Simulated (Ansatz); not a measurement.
# SnTe (Fm-3m): zone-centre modes under pressure

Aim: how do the optical modes of SnTe (Fm-3m) move with volume?

Main program and level: Ansatz 0.2.0; DFT LDA, scalar-relativistic, plane waves, PAW; PAW set soft_1.

The database entry behind the starting cell differs from later determinations by our own check (about 0.3 % short), so it need not match the best structure at ambient conditions.

**1. The structure**

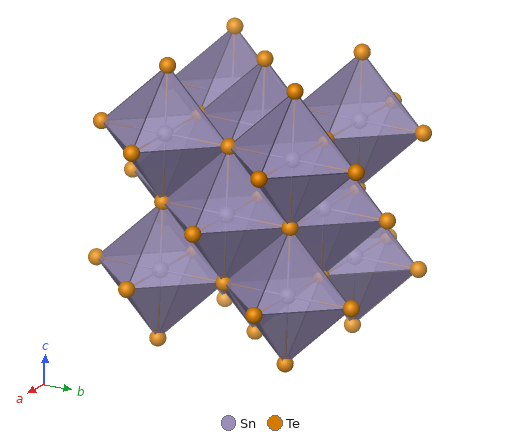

Start, viewed from a free direction; tin purple, tellurium orange. This picture shows the conventional cell, with its axes. Some periodic images of atoms are drawn too.

**2. Relaxation**

Harmonic phonons are second derivatives at a point where the forces vanish, and they are wanted at zero stress, so atoms and cell are relaxed first.

input.yaml reads:

```yaml
crystal:
  lattice:
    - [0.0, 3.15085, 3.15085]
    - [3.15085, 0.0, 3.15085]
    - [3.15085, 3.15085, 0.0]
  atoms:
    - { symbol: Sn, position: [0.0, 0.0, 0.0] }
    - { symbol: Te, position: [0.5, 0.5, 0.5] }
kpoints:
  mp_grid: { grid: [10, 10, 10] }
hamiltonian:
  xc: lda
  pseudopotentials: { kind: paw, azcp: { folder: soft_1 }, xc_functional: pbe }
scf:
  occupations: { method: gaussian, width: 0.01 }
output:
  forces: true
  stress: true
  eigenvalues: true
relax:
  adjacent_minimum: "off"
  f_tol: 0.005
  max_steps: 80
  cell: { stress_tol: 0.05 }
```

Run with:

```console
$ ansatz run input.yaml --threads 4 --pin off --max-ram 10240MiB --backend cpu --events-out ev --progress --plain --runs-dir out
```

Numbers of over 12 decimals in the logs are rounded to 6 here.

What it wrote:

```text
Engine: ansatz 0.2.0, aarch64-unknown-linux-gnu
Pseudopotentials: kind: paw
Pseudopotential: Sn, paw, valence charge 14, recommended cutoff 420 eV (normal), soft_1/Sn.paw.azcp
Pseudopotential: Te, paw, valence charge 16, recommended cutoff 420 eV (normal), soft_1/Te.paw.azcp
Functional definition: SPW92
  exchange = slater_x
  correlation = pw_c
Crystal: 2 atoms, lattice volume = 62.562 Å³
Basis set: ecut = 420 eV, 1243 PW (Γ)
Bands: 19, of which v1, the nominal top of the filled ones, is band 15 counted from 1 (14 counted from 0)
Symmetry: 48 space group operations
Space group: Fm-3m (ITA 225), of the structure as read, at distance tolerance 4.0e-5 Å
k-points: 47 of 1000
Non-local potential: Sn, projectors of the file, l = 0: 2, l = 1: 2, l = 2: 2, l = 3: 1
Non-local potential: Te, projectors of the file, l = 0: 2, l = 1: 2, l = 2: 2, l = 3: 1
PAW form: soft (Blöchl's): semilocal exchange-correlation on the pseudo side does not see the compensation charge
PAW frozen core: Sn, regenerated for the run's functional, and the local potential with it (the file was generated under x = pbe(κ = 0.804, μ = 0.219515), c = pbe(β = 0.066725))
PAW frozen core: Te, regenerated for the run's functional, and the local potential with it (the file was generated under x = pbe(κ = 0.804, μ = 0.219515), c = pbe(β = 0.066725))
PAW one-centre angular grid: Sn, 590 points (default); XC on 64 Gauss nodes
PAW one-centre angular grid: Te, 590 points (default); XC on 64 Gauss nodes
Initial density: superposition of atomic densities (chi_scale 0.1, normalization cell, long waves kept (reshape's long-wave potential 0.00 eV rms))
Initial wavefunctions: pseudopotential atomic-orbital guess
Functional: x = slater, c = lda
SCF iter   1: F=—  HF=-12707.416637 eV  |F-HF|=—  |Δ(HF+E_count)|=         —  Δρ=1.06e-2  dr2=7.94e-2  ethr=3.10e-3  ⟨swp⟩=7.5  Hψ=5309  notcnv=0
preconditioner: auto → none  [insulator: Δε(μ)=0.094 eV  Ē_g=8.695 eV  σ=0.010 eV  W_gap=1.00  n_scr=14 (ndim 8)  ℏωp=14.8 eV  f_vac=0.000  D(μ)=0.00/eV (n_scr^D=0)  ε∞_Penn≈3.9]
SCF iter   2: F=—  HF=-12707.402854 eV  |F-HF|=—  |Δ(HF+E_count)|=   1.38e-2  Δρ=5.01e-3  dr2=1.89e-2  ethr=2.65e-4  ⟨swp⟩=2.1  Hψ=1541  notcnv=0
SCF iter   3: F=—  HF=-12707.400838 eV  |F-HF|=—  |Δ(HF+E_count)|=   2.02e-3  Δρ=3.91e-4  dr2=5.73e-5  ethr=6.31e-5  ⟨swp⟩=3.1  Hψ=1469  notcnv=0
SCF iter   4: F=—  HF=-12707.400880 eV  |F-HF|=—  |Δ(HF+E_count)|=   4.16e-5  Δρ=1.37e-4  dr2=4.39e-6  ethr=1.91e-7  ⟨swp⟩=2.1  Hψ=1675  notcnv=0
SCF iter   5: F=—  HF=-12707.400880 eV  |F-HF|=—  |Δ(HF+E_count)|=   1.35e-7  Δρ=2.19e-5  dr2=2.65e-7  ethr=1.46e-8  ⟨swp⟩=2.0  Hψ=1595  notcnv=0
SCF iter   6: F=-12707.400880 eV  HF=-12707.400880 eV  |F-HF|=2.02e-8  |Δ(HF+E_count)|=   1.71e-7  Δρ=5.10e-6  dr2=1.22e-8  ethr=3.33e-10  ⟨swp⟩=6.6  Hψ=4552  notcnv=0
SCF 1 converged in 6 iterations: F = -12707.400880 eV  dr2 = 1.22e-8
  greatest PAW one-centre occupation: 0.999 electrons in one spin orbital (limit 2), on the Te atom at site 1 (counted from 0), in its partial waves of l = 2
relax step   1: F+E_penalty+E_count = -12707.40087974 eV  Δ(F+E_penalty+E_count) = +0.000e0 eV  max|allowed force component| = 1.295e-29 eV/Å  Δτ_max = 0.0000 Å  P = -1.497 GPa  Ω = 62.562 Å³  (6 SCF iters, dr2 threshold 1.00e-7 eV, accepted)
Crystal: 2 atoms, lattice volume = 59.871 Å³
Basis set: ecut = 420 eV, 1211 PW (Γ)
Initial density: handed on by an earlier stage of this run
Initial wavefunctions: those handed on with the density
iter 1 solved again at ethr=5.54e-6 eV; its pass at ethr=3.10e-3 eV (dr2=1.66e-3 eV) is discarded
SCF iter   1: F=—  HF=-12707.409728 eV  |F-HF|=—  |Δ(HF+E_count)|=         —  Δρ=1.20e-3  dr2=1.67e-3  ethr=5.54e-6  ⟨swp⟩=2.7  Hψ=6496  notcnv=0
preconditioner: auto → none  [insulator: Δε(μ)=0.237 eV  Ē_g=8.862 eV  σ=0.010 eV  W_gap=1.00  n_scr=14 (ndim 8)  ℏωp=15.2 eV  f_vac=0.003  D(μ)=0.00/eV (n_scr^D=0)  ε∞_Penn≈3.9]
SCF iter   2: F=—  HF=-12707.409335 eV  |F-HF|=—  |Δ(HF+E_count)|=   3.94e-4  Δρ=5.88e-4  dr2=3.64e-4  ethr=5.54e-6  ⟨swp⟩=2.0  Hψ=1093  notcnv=0
SCF iter   3: F=—  HF=-12707.409252 eV  |F-HF|=—  |Δ(HF+E_count)|=   8.22e-5  Δρ=5.02e-5  dr2=1.53e-6  ethr=1.21e-6  ⟨swp⟩=2.0  Hψ=1268  notcnv=0
SCF iter   4: F=—  HF=-12707.409257 eV  |F-HF|=—  |Δ(HF+E_count)|=   4.28e-6  Δρ=1.16e-5  dr2=3.44e-8  ethr=5.11e-9  ⟨swp⟩=2.1  Hψ=1365  notcnv=0
iter 5 did not close the SCF: its close was put off for the readings that it lacked (scf_convergence_deferred on its scf_iter line)
SCF iter   5: F=-12707.409257 eV  HF=-12707.409257 eV  |F-HF|=6.77e-9  |Δ(HF+E_count)|=   1.36e-8  Δρ=2.59e-6  dr2=6.12e-9  ethr=1.15e-10  ⟨swp⟩=2.2  Hψ=1432  notcnv=0
SCF iter   6: F=-12707.409257 eV  HF=-12707.409257 eV  |F-HF|=2.73e-11  |Δ(HF+E_count)|=   3.10e-9  Δρ=3.57e-7  dr2=6.87e-11  ethr=2.04e-11  ⟨swp⟩=2.1  Hψ=3173  notcnv=0
SCF 2 converged in 6 iterations: F = -12707.409257 eV  dr2 = 6.87e-11
relax step   2: F+E_penalty+E_count = -12707.40925671 eV  Δ(F+E_penalty+E_count) = -8.377e-3 eV  max|allowed force component| = 6.232e-29 eV/Å  Δτ_max = 0.0000 Å  P = +0.641 GPa  Ω = 59.871 Å³  energy of the carried Pulay correction = +4.559e-4 eV  (6 SCF iters, dr2 threshold 2.00e-7 eV, accepted)
Crystal: 2 atoms, lattice volume = 60.653 Å³
iter 1 solved again at ethr=6.60e-7 eV; its pass at ethr=3.10e-3 eV (dr2=1.98e-4 eV) is discarded
SCF iter   1: F=—  HF=-12707.410622 eV  |F-HF|=—  |Δ(HF+E_count)|=         —  Δρ=3.64e-4  dr2=1.53e-4  ethr=6.60e-7  ⟨swp⟩=3.0  Hψ=6534  notcnv=0
preconditioner: auto → none  [insulator: Δε(μ)=0.195 eV  Ē_g=8.803 eV  σ=0.010 eV  W_gap=1.00  n_scr=14 (ndim 8)  ℏωp=15.1 eV  f_vac=0.006  D(μ)=0.00/eV (n_scr^D=0)  ε∞_Penn≈3.9]
SCF iter   2: F=—  HF=-12707.410587 eV  |F-HF|=—  |Δ(HF+E_count)|=   3.53e-5  Δρ=1.75e-4  dr2=3.21e-5  ethr=5.09e-7  ⟨swp⟩=1.1  Hψ=899  notcnv=0
iter 3 did not close the SCF: its close was put off for the readings that it lacked (scf_convergence_deferred on its scf_iter line)
SCF iter   3: F=-12707.410579 eV  HF=-12707.410579 eV  |F-HF|=8.91e-9  |Δ(HF+E_count)|=   7.54e-6  Δρ=1.58e-5  dr2=5.49e-8  ethr=1.07e-7  ⟨swp⟩=2.0  Hψ=1065  notcnv=0
iter 4 did not close the SCF: its close was put off for the readings that it lacked (scf_convergence_deferred on its scf_iter line)
SCF iter   4: F=-12707.410579 eV  HF=-12707.410579 eV  |F-HF|=2.27e-10  |Δ(HF+E_count)|=   2.55e-8  Δρ=4.97e-6  dr2=7.57e-9  ethr=1.83e-10  ⟨swp⟩=2.6  Hψ=1631  notcnv=0
iter 5 did not close the SCF: its close was put off for the readings that it lacked (scf_convergence_deferred on its scf_iter line)
SCF iter   5: F=-12707.410579 eV  HF=-12707.410579 eV  |F-HF|=6.98e-10  |Δ(HF+E_count)|=   3.01e-9  Δρ=8.40e-7  dr2=7.99e-10  ethr=2.52e-11  ⟨swp⟩=2.0  Hψ=1598  notcnv=0
SCF iter   6: F=-12707.410579 eV  HF=-12707.410579 eV  |F-HF|=8.37e-11  |Δ(HF+E_count)|=  2.18e-10  Δρ=2.54e-7  dr2=9.62e-11  ethr=2.66e-12  ⟨swp⟩=1.0  Hψ=2699  notcnv=0
SCF 3 converged in 6 iterations: F = -12707.410579 eV  dr2 = 9.62e-11
relax step   3: F+E_penalty+E_count = -12707.41057932 eV  Δ(F+E_penalty+E_count) = -1.323e-3 eV  max|allowed force component| = 3.300e-29 eV/Å  Δτ_max = 0.0000 Å  P = -0.035 GPa  Ω = 60.653 Å³  energy of the carried Pulay correction = +3.200e-4 eV  (6 SCF iters, dr2 threshold 2.00e-7 eV, accepted)
Initial wavefunctions: pseudopotential atomic-orbital guess (no wavefunctions were taken with the density)
iter 1 solved again at ethr=3.78e-7 eV; its pass at ethr=3.10e-3 eV (dr2=1.13e-4 eV) is discarded
SCF iter   1: F=—  HF=-12707.410270 eV  |F-HF|=—  |Δ(HF+E_count)|=         —  Δρ=3.01e-5  dr2=1.02e-7  ethr=3.78e-7  ⟨swp⟩=3.0  Hψ=7804  notcnv=0
eigensolver tolerance schedule: the retry pair's looser diagonalisation over-reported the residual by 1107.40 of it (diagonalisation noise at 0.16 of the residual, at the tolerance the schedule requests for it); recorded, not acted on — ethr = c·dr2/N_el stays at c = 1.0e-1
preconditioner: auto → none  [insulator: Δε(μ)=0.196 eV  Ē_g=8.802 eV  σ=0.010 eV  W_gap=1.00  n_scr=14 (ndim 8)  ℏωp=15.1 eV  f_vac=0.004  D(μ)=0.00/eV (n_scr^D=0)  ε∞_Penn≈3.9]
SCF iter   2: F=—  HF=-12707.410271 eV  |F-HF|=—  |Δ(HF+E_count)|=   1.48e-6  Δρ=1.33e-5  dr2=1.78e-8  ethr=3.41e-10  ⟨swp⟩=2.1  Hψ=1610  notcnv=0
SCF iter   3: F=—  HF=-12707.410271 eV  |F-HF|=—  |Δ(HF+E_count)|=   5.81e-9  Δρ=2.68e-6  dr2=6.65e-10  ethr=5.93e-11  ⟨swp⟩=2.4  Hψ=1575  notcnv=0
SCF iter   4: F=—  HF=-12707.410271 eV  |F-HF|=—  |Δ(HF+E_count)|=  5.06e-10  Δρ=3.60e-7  dr2=3.25e-11  ethr=2.22e-12  ⟨swp⟩=2.1  Hψ=1561  notcnv=0
iter 5 did not close the SCF: its close was put off for the readings that it lacked (scf_convergence_deferred on its scf_iter line)
SCF iter   5: F=-12707.410271 eV  HF=-12707.410271 eV  |F-HF|=3.64e-12  |Δ(HF+E_count)|=  7.28e-12  Δρ=5.09e-8  dr2=1.18e-12  ethr=1.00e-12  ⟨swp⟩=1.0  Hψ=893  notcnv=0
SCF iter   6: F=-12707.410271 eV  HF=-12707.410271 eV  |F-HF|=0.00e0  |Δ(HF+E_count)|=    0.00e0  Δρ=7.64e-9  dr2=1.94e-14  ethr=1.00e-12  ⟨swp⟩=4.5  Hψ=3690  notcnv=0
SCF 4 converged in 6 iterations: F = -12707.410271 eV  dr2 = 1.94e-14
relax step   4: F+E_penalty+E_count = -12707.41027129 eV  Δ(F+E_penalty+E_count) = +3.080e-4 eV  max|allowed force component| = 4.523e-29 eV/Å  Δτ_max = 0.0000 Å  P = -0.036 GPa  Ω = 60.653 Å³  stress off target by 3.64e-2 GPa  SCF on the basis re-selected at this cell (its energy is not comparable with the rows above)  (6 SCF iters)
basis re-selected at this cell: Δ(F+E_penalty+E_count) = +3.080e-4 eV, ΔP = -0.002 GPa vs the last step (what re-selecting the basis moved, of the pressure what is left beyond the Pulay correction that the steps carried, after the strain that the cell walked since its last selection, with what the two solves' SCF thresholds leave and, on support functions, any second-order correction that the steps lacked; it is no m [...]
SCF converged after 6 iterations
Free energy (F): -12707.410271 eV
Harris-Foulkes:  -12707.410271 eV  (|F-HF|=0.00e0)
Internal energy: -12707.410271 eV  (E = F + TS)
E sigma→0 (E₀):  -12707.410271 eV
Fermi energy:    9.866454 eV
--- Per-component energies (eV) ---
  E_band       = -348.634300
  E_kinetic    = 341.859791
  E_local      = -2645.106820  (includes V_loc(G=0)·N_el)
  E_nonlocal   = 221.394432
  E_hartree    = 1319.916751
  E_xc         = -247.653275
  E_vxc        = -184.388753  (∫ρ·V_xc dr)
  E_paw        = -8743.051164  (= ΣΔE_a)
  E_vpaw       = -722.226802  (= ΣTr[D̂ρ^β])
  E_aug_tail   = 0.000349  (compensation charges beyond the density's cutoff)
  E_ewald      = -2955.873869
  E_core_change = 1.103533  (= ΣΔE_core)
  E_smearing   = -0.000000  (= −TS)
  E_closure    = -0.000000  (closes the sum)
  Σ components = -12707.410271   (vs F -12707.410271, Δ=0.00e0)
--- Forces (eV/Å), atoms counted from 1 ---
  atom   1  Sn    -0.00000000     0.00000000     0.00000000
  atom   2  Te     0.00000000     0.00000000     0.00000000
  max |Σ_I F_I| component: 7.78e-29 eV/Å
--- Stress (GPa, compression-positive) ---
       -0.036376      -0.000000      -0.000000
       -0.000000      -0.036376      -0.000000
       -0.000000      -0.000000      -0.036376
  P = ⅓ Tr σ = -0.0364 GPa (-0.364 kbar)
--- Band table (eV; the first three rows and the last of 47) ---
  k-point 0: bands = [... 11 lower, 5.1161, 7.6415, 7.6415, 7.6415, 13.1979, 13.1979, 13.1979, 14.6239]
  k-point 1: bands = [... 11 lower, 4.6008, 7.6567, 7.6567, 8.0124, 12.7221, 12.7221, 12.7401, 14.5285]
  k-point 2: bands = [... 11 lower, 3.5740, 7.7099, 7.7099, 8.6176, 11.8293, 11.8293, 11.8826, 14.6717]
  k-point 46: bands = [... 11 lower, 2.3554, 4.5791, 5.1374, 8.4824, 11.2619, 13.7288, 15.1598, 15.5438]
--- Relaxed structure (3 steps of the walk, 3 accepted, 1 SCFs on fresh bases) ---
  F+E_penalty+E_count = -12707.41027129 eV   max|allowed force component| = 4.523e-29 eV/Å   (the final SCF, on the basis selected at the relaxed cell)
  cell:  # Å, volume = 60.6529 Å³
    - [0, 3.118463, 3.118463]
    - [3.118463, 0, 3.118463]
    - [3.118463, 3.118463, 0]
  atoms:
    - { symbol: Sn, position: [0, 0, 0] }
    - { symbol: Te, position: [0.500000, 0.500000, 0.500000] }
```

It took 6.3 s on 4 threads of Arm Neoverse N1, shared host; peak memory 0.37 GiB.

Step by step:

```
step  energy less that of the first step (eV)  largest force component (eV/Å)  pressure (GPa)  volume (Å³)
   1                                   0.0000                          0.0000           -1.50        62.56
   2                                  -0.0084                          0.0000            0.64        59.87
   3                                  -0.0097                          0.0000           -0.03        60.65
  4*                                  -0.0094                          0.0000           -0.04        60.65
```

Relaxation steps marked * repeat the geometry before them on a plane-wave basis chosen anew for their cell, so energy and pressure can jump there.

Forces are held to the 48 operations that the run works with; a distortion that breaks them can't arise in this run.

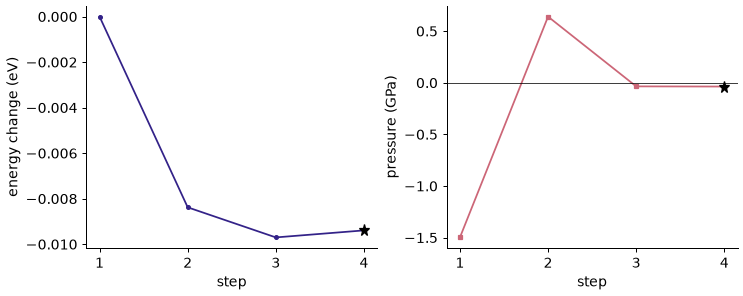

Energy and pressure along the relaxation. Stars mark steps on a basis chosen anew.

```
conventional cell, symmetrised  before  after  change
                         a (Å)   6.302  6.237  -1.0 %
                         b (Å)   6.302  6.237  -1.0 %
                         c (Å)   6.302  6.237  -1.0 %
              volume (Å³/atom)   31.28  30.33  -3.1 %
```

The relaxed structure:

```xyz
2
Lattice="0.0000 3.1185 3.1185 3.1185 0.0000 3.1185 3.1185 3.1185 0.0000" Properties=species:S:1:pos:R:3 pbc="T T T"
Sn    0.0000    0.0000    0.0000
Te    3.1185    3.1185    3.1185
```

This step gave:

```
pressure          : -0.03638 GPa
gap on the k-mesh : 0.1962 eV
volume per atom   : 30.33 Å³
```

In this step the volume went from 31.28 to 30.33 Å³/atom.

**3. Tight relaxation**

Phonons need small forces and stress, so the relaxation is finished with tight tolerances on 12×12×12 k points.

input.yaml, the sections that differ from step 2:

```yaml
crystal:
  lattice:
    - [0.0, 3.1184625018, 3.1184625018]
    - [3.1184625018, 0.0, 3.1184625018]
    - [3.1184625018, 3.1184625018, 0.0]
  atoms:
    - { symbol: Sn, position: [0.0, 0.0, 0.0] }
    - { symbol: Te, position: [0.5, 0.5, 0.5] }
kpoints:
  mp_grid: { grid: [12, 12, 12] }
relax:
  adjacent_minimum: "off"
  f_tol: 0.001
  max_steps: 60
  cell: { stress_tol: 0.01 }
# hamiltonian, scf, output: as in step 2
```

What it wrote:

```text
[...]
Crystal: 2 atoms, lattice volume = 60.653 Å³
Basis set: ecut = 420 eV, 1243 PW (Γ)
Bands: 19, of which v1, the nominal top of the filled ones, is band 15 counted from 1 (14 counted from 0)
Symmetry: 48 space group operations
[...]
k-points: 72 of 1728
[...]
k-point 71: bands = [... 11 lower, 2.2951, 4.8490, 4.8490, 9.0360, 10.6562, 14.4889, 14.4889, 16.0013]
--- Relaxed structure (3 steps of the walk, 3 accepted, 1 SCFs on fresh bases) ---
[...]
cell:  # Å, volume = 60.6169 Å³
    - [0, 3.117845, 3.117845]
    - [3.117845, 0, 3.117845]
    - [3.117845, 3.117845, 0]
  atoms:
    - { symbol: Sn, position: [0, 0, 0] }
    - { symbol: Te, position: [0.5, 0.5, 0.5] }
[key lines of the parts left out:]
SCF converged after 9 iterations
Free energy (F): -12707.410450 eV
Fermi energy:    9.876847 eV
P = ⅓ Tr σ = -0.0001 GPa (-0.001 kbar)
```

Elapsed: 9.3 s, on 4 threads; peak memory 0.39 GiB; 35 s of CPU time.

Little changed from the start: no atom moved by 0.005 Å and no cell edge by 0.1 %.

This step gave:

```
pressure          : -5.90e-5 GPa
gap on the k-mesh : 0.1982 eV
volume per atom   : 30.31 Å³
```

The forces vanish by symmetry and the pressure is 0.000 GPa, within the tolerances set. The cell now holds 30.31 Å³/atom.

**4. Modes at rest**

Phonons follow from the second derivative of the energy, found here by linear response.

The modes at rest are the reference of the series.

input.yaml, the sections that differ from step 3:

```yaml
crystal:
  lattice:
    - [0.0, 3.117845228, 3.117845228]
    - [3.117845228, 0.0, 3.117845228]
    - [3.117845228, 3.117845228, 0.0]
  atoms:
    - { symbol: Sn, position: [0.0, 0.0, 0.0] }
    - { symbol: Te, position: [0.5, 0.5, 0.5] }
output:
  eigenvalues: true
phonons:
  method: dfpt
# kpoints, hamiltonian, scf: as in step 3
# relax: removed
```

What it wrote:

```text
[...]
Crystal: 2 atoms, lattice volume = 60.617 Å³
Basis set: ecut = 420 eV, 1243 PW (Γ), exchange–correlation on 60×60×60 points (8 copies of the dense FFT grid, shifted against one another)
Bands: 19, of which v1, the nominal top of the filled ones, is band 15 counted from 1 (14 counted from 0)
Symmetry: 48 space group operations
k-points: 163 of 1728 (irreducible under 8 space group operations, time reversal used)
[...]
SCF iter   1: F=—  HF=-12707.424404 eV  |F-HF|=—  |Δ(HF+E_count)|=         —  Δρ=1.07e-2  dr2=7.35e-2  ethr=3.10e-3  ⟨swp⟩=7.7  Hψ=18771  notcnv=0
[...]
SCF iter   8: F=-12707.410451 eV  HF=-12707.410451 eV  |F-HF|=5.46e-12  |Δ(HF+E_count)|=  2.91e-11  Δρ=7.40e-8  dr2=3.54e-12  ethr=1.00e-12  ⟨swp⟩=7.5  Hψ=16977  notcnv=0
SCF 1 converged in 8 iterations: F = -12707.410451 eV  dr2 = 3.54e-12
[...]
DFPT response loops at Γ: preconditioner auto → Resta (q_TF=auto, 2.426 Å⁻¹)  ε∞=17.4 (no band partly filled); β = 1.00, the filter's whole step (`scf.mixing.beta` (0.50) is not read by the response loops at its default; to damp them type it under 1.00, their step now; it binds the ground state too); Broyden in place of MSR1
SCF converged after 8 iterations
Free energy (F): -12707.410451 eV
[...]
Internal energy: -12707.410451 eV  (E = F + TS)
E sigma→0 (E₀):  -12707.410451 eV
Fermi energy:    9.876847 eV
[...]
--- Band table (eV; the first three rows and the last of 163) ---
  k-point 0: bands = [... 11 lower, 5.1288, 7.6497, 7.6497, 7.6497, 13.2091, 13.2091, 13.2091, 14.6324]
  k-point 1: bands = [... 11 lower, 4.7537, 7.6601, 7.6601, 7.9243, 12.8618, 12.8618, 12.8751, 14.5520]
  k-point 2: bands = [... 11 lower, 3.9457, 7.6953, 7.6953, 8.4343, 12.1447, 12.1447, 12.1860, 14.5775]
  k-point 162: bands = [... 11 lower, 2.2951, 4.8490, 4.8490, 9.0360, 10.6562, 14.4889, 14.4889, 16.0013]
--- Phonons (Γ-DFPT): 2 representative perturbations + reference, on 163 of 1728 k-points (Σ response iterations 6) ---
  k mesh reduced under 8 symmetry operations, with k and −k counted as one. Each operation leaves every solved perturbation unchanged. A smaller set is not used because it would not reduce the number of displacements times k-points to solve
  ASR residual: 8.245e-5 → 0.000e0 eV/Å²; symmetrization residual: 1.134e-5 eV/Å²
  ASR residual per site (eV/Å²): 8.25e-5 2.47e-5
  Γ frequencies (cm⁻¹): 0.00 0.00 0.00 28.68 28.68 28.68
  non-analytic LO–TO correction: not included (Born effective charges unavailable; polar crystals: no LO–TO splitting at Γ)
```

Wall time 22 s (4 threads); peak memory 0.77 GiB; 84 s of CPU time.

Numbers from this step:

```
sum-rule residual before enforcement                    : 8.25e-5 eV/Å²
point group                                             : m-3m
highest optical mode at the zone centre (no LO-TO term) : 28.68 cm⁻¹
lowest optical zone-centre mode                         : 28.68 cm⁻¹
```

Without the LO-TO term. Patterns of degenerate modes are one choice out of their space. The modes at Γ (shares of kinetic energy by element, %):

```
mode  frequency (cm⁻¹)  symmetry  Sn %  Te %
   1               0.0  acoustic    48    52
   2               0.0  acoustic    48    52
   3               0.0  acoustic    48    52
   4              28.7       T1u    52    48
   5              28.7       T1u    52    48
   6              28.7       T1u    52    48
```

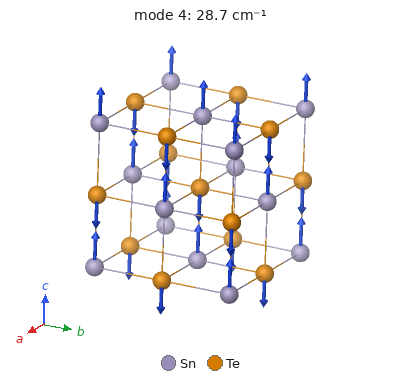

Displacement patterns of mode 4 at Γ; arrows are exaggerated. Some periodic images of atoms are drawn too.

Before it was imposed, the acoustic sum rule was missed by 8.2e-5 eV/Å². Small misses are needed for a sound result but don't prove that mesh and cutoff are converged. The lowest optical mode is real, 28.7 cm⁻¹.

(Continued in part 2 of 2.)

[Logs are printed without paths, hosts, clocks, repeated set-up lines and the standing remarks that a program may print on its own settings, such as how far it seeks lower states.]

[Hosts, paths, dates, database ids (printed as entryN), source tags and the programs' standing remarks are cut or masked in the printed files.]
